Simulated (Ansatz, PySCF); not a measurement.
Potential energy curve for SiS, singlet.

Levels: RKS-B3LYP/3-21G = restricted B3LYP/3-21G (PySCF); UKS-B3LYP/3-21G = PySCF with unrestricted B3LYP/3-21G; RKS-LDA (SVWN5)/6-31G* = PySCF with restricted LDA (SVWN5)/6-31G*, spherical d; RKS-PBE = restricted PBE/cc-pVDZ (Ansatz, an electronic-structure program).

Energies are in kJ/mol, each relative to the lowest point of its own curve near equilibrium.

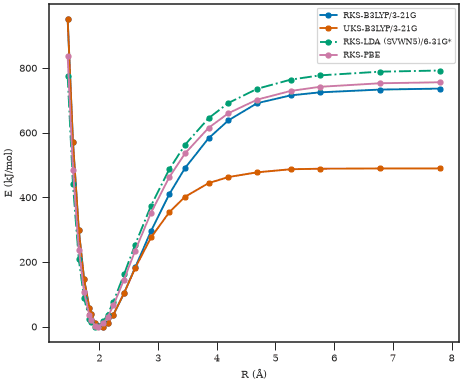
Fig. 1. Energy against bond length for each method.

```tsv
R / Å	RKS-B3LYP/3-21G	UKS-B3LYP/3-21G	RKS-LDA (SVWN5)/6-31G*	RKS-PBE
1.46	951.3	951.3	775.9	836.4
1.55	570.9	570.9	439.8	484.3
1.65	297.3	297.3	207.8	237.7
1.74	146.0	146.0	87.4	106.5
1.83	57.5	57.5	24.4	34.8
1.86	38.5	38.5	12.9	20.7
1.93	9.9	9.9	0.0	2.7
1.98	0.3	0.3	0.4	0.0
2.07	0.0	0.0	16.0	10.8
2.14	10.7	10.7	37.4	29.2
2.24	37.1	37.1	77.0	65.4
2.42	103.1	103.1	161.4	145.5
2.61	182.9	181.1	253.8	234.8
2.88	295.4	275.6	373.7	352.0
3.19	409.2	353.5	486.2	461.8
3.46	490.5	401.5	562.4	535.7
3.86	582.4	443.7	644.4	614.6
4.20	638.1	462.6	691.8	660.1
4.69	691.1	477.1	735.6	702.0
5.26	715.1	486.7	763.8	728.9
5.76	724.5	488.2	777.0	741.7
6.78	733.1	489.1	788.5	752.6
7.81	736.1	489.3	792.0	755.6
```

At the longest distance, 7.81 Å, RKS-LDA (SVWN5)/6-31G* lies highest above its minimum (792.0 kJ/mol) and UKS-B3LYP/3-21G lowest (489.3 kJ/mol).

The restricted form behind RKS-B3LYP/3-21G, RKS-LDA (SVWN5)/6-31G*, RKS-PBE keeps the bonding electrons paired and can't separate into open-shell fragments. The unrestricted determinant behind UKS-B3LYP/3-21G is spin-contaminated at 2.61 to 7.81 Å (<S²> up to 2.0, against 0.00 for a pure singlet).
